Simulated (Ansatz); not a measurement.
# CH4FSSn radical: small, medium and large basis sets

How large a basis does CH4FSSn radical need? Two functionals are run in growing sets.

Computed with Ansatz 0.2.0, Gaussian basis. Level: one geometry, several basis sets.

The runs, in order: PBE0-D4/def2-SVP; ωB97M-V/def2-SVP; PBE0-D4/def2-QZVPP; ωB97M-V/def2-QZVPP; the functionals' def2-TZVPP values are taken from earlier runs.

### 1 The geometry

The geometry comes from an earlier relaxation with PBE0-D4 in a triple-zeta def2 set; it is a stationary point, not always the lowest conformer. Sn takes the def2 core potential; no spin-orbit term is included.

8 atoms, charge 0, spin multiplicity 2.

Atoms are counted from 1 here; the program's logs count them from 0.

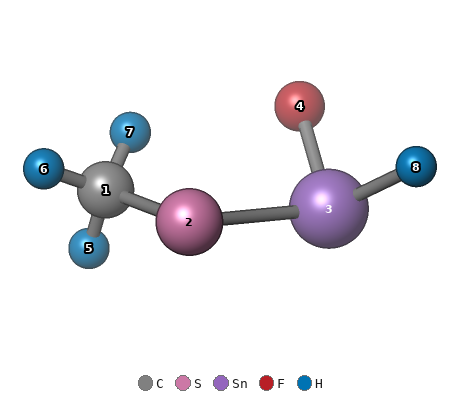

The structure; carbon grey, sulfur pink, tin purple, fluorine red, hydrogen blue; atoms are numbered from 1 in the order of the file.

Geometry (Å):

```xyz
8
charge 0, multiplicity 2
C    -0.8870    0.8856    0.5481
S    -1.1335   -0.7141   -0.2781
Sn    1.0319   -0.9892   -1.2889
F     2.1902   -0.1639    0.0340
H    -1.0321    1.7071   -0.1519
H    -1.6470    0.9456    1.3270
H     0.1004    0.9455    1.0025
H     1.4691   -2.6739   -1.2484
```

### 2 PBE0-D4 in def2-SVP

in.yaml reads:

```yaml
crystal:
  periodic: [false, false, false]
  atoms:
    - {symbol: C, position_ang: [-0.886975, 0.885592, 0.548105]}
    - {symbol: S, position_ang: [-1.133453, -0.714063, -0.278075]}
    - {symbol: Sn, position_ang: [1.031910, -0.989180, -1.288894]}
    - {symbol: F, position_ang: [2.190192, -0.163872, 0.033967]}
    - {symbol: H, position_ang: [-1.032137, 1.707111, -0.151911]}
    - {symbol: H, position_ang: [-1.647018, 0.945612, 1.327047]}
    - {symbol: H, position_ang: [0.100446, 0.945452, 1.002465]}
    - {symbol: H, position_ang: [1.469136, -2.673852, -1.248403]}
basis:
  gaussian: {orbitals: def2-SVP}
magnetization: {spin_polarized: true, initial_magnetization: 1}
hamiltonian: {xc: pbe0, dispersion: d4}
output: {orbitals: {seedname: orbitals}}
```

Launch:

```sh
> ansatz run in.yaml --threads 4 --pin off --events-out ev --progress --plain --max-ram 10444MiB
```

What it wrote:

```text
Functional definition: PBE0
  name "PBE0"
  cite "Adamo & Barone, J. Chem. Phys. 110, 6158 (1999) doi:10.1063/1.478522"
  cite "Perdew, Burke & Ernzerhof, Phys. Rev. Lett. 77, 3865 (1996) doi:10.1103/PhysRevLett.77.3865"
  parent pbe
  parameter a = 0.25
  parameter kappa = 0.804
  parameter beta = 0.06672455060314922
  exchange = (1 - a)*pbe_x(kappa = kappa, mu = beta*pi^2/3) + a*exact_x
  correlation = pbe_c(beta = beta)
981 factors; integrals over basis functions are off by at most 1.2e-3 eV
mean field evaluation 1: about -20467.4682 eV, gradient 3.4e1 eV
mean field evaluation 2: about -20454.8280 eV, gradient 6.8e1 eV
mean field evaluation 4: about -20472.1981 eV, gradient 3.0e0 eV
mean field evaluation 8: about -20472.3635 eV, gradient 2.1e-1 eV
mean field evaluation 16: about -20472.3639 eV, gradient 2.4e-4 eV
mean field -20472.36387064 eV, -752.3454955793 hartree, gradient 5.5e-5 eV, S^2 0.755230; 0 other end points of the search recorded, 0 dependent functions left out
reference -20472.36389947 eV, -752.3454966390 hartree; 29, 28 occupied and 63, 64 virtual orbitals, 981 factors
Total energy: -20472.52390819 eV, -752.3513768509 hartree
```

Run time: 2.9 s. Hardware: 4 threads of Arm Neoverse N1, shared host; peak memory 0.27 GiB.

### 3 ωB97M-V in def2-SVP

Changes to in.yaml since step 2:

```diff
@@ -14,3 +14,3 @@
 magnetization: {spin_polarized: true, initial_magnetization: 1}
-hamiltonian: {xc: pbe0, dispersion: d4}
+hamiltonian: {xc: {name: wB97M-V}}
 output: {orbitals: {seedname: orbitals}}
```

The command is unchanged.

What it wrote (excerpt; [...] marks lines left out):

```text
Functional definition: wB97M-V
  name "wB97M-V"
  cite "Mardirossian & Head-Gordon, J. Chem. Phys. 144, 214110 (2016) doi:10.1063/1.4952647"
  cite "Becke, J. Chem. Phys. 107, 8554 (1997) doi:10.1063/1.475007"
  cite "Vydrov & Van Voorhis, J. Chem. Phys. 133, 244103 (2010) doi:10.1063/1.3521275"
  # Of w^i u^j: cxij and so on, Table III.
[...]
  gx(w, u) = 1 - cx + cx01*u + cx10*w
  gss(w, u) = css00 + css04*u^4 + css10*w + css20*w^2 + css43*w^4*u^3
  gos(w, u) = cos00 + cos10*w + (cos20 + cos21*u)*w^2 + (cos60 + cos61*u)*w^6
[...]
      + integral(e_c_pw_mod_opposite_spin*gos(b97_w_opposite, b97_u_opposite)) + vv10(b, c)
981 factors; integrals over basis functions are off by at most 1.2e-3 eV
265 factors; integrals over basis functions are off by at most 7.5e-6 eV
[...]
mean field -20476.43644347 eV, -752.4951598705 hartree, gradient 4.5e-5 eV, S^2 0.755956; 0 other end points of the search recorded, 0 dependent functions left out
reference -20476.43648656 eV, -752.4951614539 hartree; 29, 28 occupied and 63, 64 virtual orbitals, 981 factors
Total energy: -20476.43648656 eV, -752.4951614539 hartree
```

Run time: 15 s. Hardware: 4 threads of Arm Neoverse N1, shared host; peak memory 0.47 GiB.

### 4 PBE0-D4 in def2-QZVPP

Changes to in.yaml since step 3:

```diff
@@ -12,5 +12,5 @@
 basis:
-  gaussian: {orbitals: def2-SVP}
+  gaussian: {orbitals: "def2-QZVPP.json"}
 magnetization: {spin_polarized: true, initial_magnetization: 1}
-hamiltonian: {xc: {name: wB97M-V}}
+hamiltonian: {xc: pbe0, dispersion: d4}
 output: {orbitals: {seedname: orbitals}}
```

Launched as before.

What it wrote:

```text
Functional definition: PBE0
  name "PBE0"
  cite "Adamo & Barone, J. Chem. Phys. 110, 6158 (1999) doi:10.1063/1.478522"
  cite "Perdew, Burke & Ernzerhof, Phys. Rev. Lett. 77, 3865 (1996) doi:10.1103/PhysRevLett.77.3865"
  parent pbe
  parameter a = 0.25
  parameter kappa = 0.804
  parameter beta = 0.06672455060314922
  exchange = (1 - a)*pbe_x(kappa = kappa, mu = beta*pi^2/3) + a*exact_x
  correlation = pbe_c(beta = beta)
1447 factors; their error is unknown
mean field evaluation 1: about -20474.8366 eV, gradient 4.2e1 eV
mean field evaluation 2: about -20458.7423 eV, gradient 7.9e1 eV
mean field evaluation 4: about -20481.6512 eV, gradient 4.2e0 eV
mean field evaluation 8: about -20481.7245 eV, gradient 2.3e-1 eV
mean field evaluation 16: about -20481.8032 eV, gradient 8.4e-4 eV
mean field -20481.80315204 eV, -752.6923827728 hartree, gradient 1.7e-5 eV, S^2 0.756333; 0 other end points of the search recorded, 0 dependent functions left out
reference -20481.80319161 eV, -752.6923842267 hartree; 29, 28 occupied and 357, 358 virtual orbitals, 1447 factors
Total energy: -20481.96320033 eV, -752.6982644387 hartree
```

Run time: 23 s. Hardware: 4 threads of Arm Neoverse N1, shared host; peak memory 1.6 GiB.

### 5 ωB97M-V in def2-QZVPP

Changes to in.yaml since step 4:

```diff
@@ -14,3 +14,3 @@
 magnetization: {spin_polarized: true, initial_magnetization: 1}
-hamiltonian: {xc: pbe0, dispersion: d4}
+hamiltonian: {xc: {name: wB97M-V}}
 output: {orbitals: {seedname: orbitals}}
```

Launched as before.

What it wrote (excerpt; [...] marks lines left out):

```text
Functional definition: wB97M-V
  name "wB97M-V"
  cite "Mardirossian & Head-Gordon, J. Chem. Phys. 144, 214110 (2016) doi:10.1063/1.4952647"
  cite "Becke, J. Chem. Phys. 107, 8554 (1997) doi:10.1063/1.475007"
  cite "Vydrov & Van Voorhis, J. Chem. Phys. 133, 244103 (2010) doi:10.1063/1.3521275"
  # Of w^i u^j: cxij and so on, Table III.
[...]
  gx(w, u) = 1 - cx + cx01*u + cx10*w
  gss(w, u) = css00 + css04*u^4 + css10*w + css20*w^2 + css43*w^4*u^3
  gos(w, u) = cos00 + cos10*w + (cos20 + cos21*u)*w^2 + (cos60 + cos61*u)*w^6
[...]
      + integral(e_c_pw_mod_opposite_spin*gos(b97_w_opposite, b97_u_opposite)) + vv10(b, c)
1402 factors; their error is unknown
304 factors; integrals over basis functions are off by at most 2.7e-5 eV
[...]
mean field -20486.00850166 eV, -752.8469265207 hartree, gradient 4.6e-5 eV, S^2 0.756503; 0 other end points of the search recorded, 0 dependent functions left out
reference -20486.00856231 eV, -752.8469287497 hartree; 29, 28 occupied and 357, 358 virtual orbitals, 1402 factors
Total energy: -20486.00856231 eV, -752.8469287497 hartree
```

Wall time 53 s (4 threads of Arm Neoverse N1, shared host); peak memory 2.1 GiB.

### 6 Density functionals: the series

The def2-TZVPP values come from earlier runs at the same geometry.

```tsv
functional	basis	functions	energy (eV)	from the largest (eV)	HOMO (eV)	LUMO (eV)
PBE0-D4	def2-SVP	92	-20472.5239	9.439	-6.36	-3.66
PBE0-D4	def2-TZVPP	210	-20481.3487	0.615	-6.47	-3.75
PBE0-D4	def2-QZVPP	386	-20481.9632	0.000	-6.49	-3.77
ωB97M-V	def2-SVP	92	-20476.4365	9.572	-8.31	-1.89
ωB97M-V	def2-TZVPP	210	-20485.4149	0.594	-8.45	-2.05
ωB97M-V	def2-QZVPP	386	-20486.0086	0.000	-8.48	-2.10
```

### 7 Results

| quantity | value |
| --- | --- |
| PBE0-D4: double and triple zeta above quadruple | 9.44, 0.61 eV |
| ωB97M-V: double and triple zeta above quadruple | 9.57, 0.59 eV |

**Reading.** For PBE0-D4 the step from double to triple zeta gains 8.82 eV and the next only 0.61 eV. Total energies overstate the basis error of differences, where much of it tends to cancel.

For PBE0-D4 the largest set took about 8 times as long as the smallest (23 s against 2.9 s).
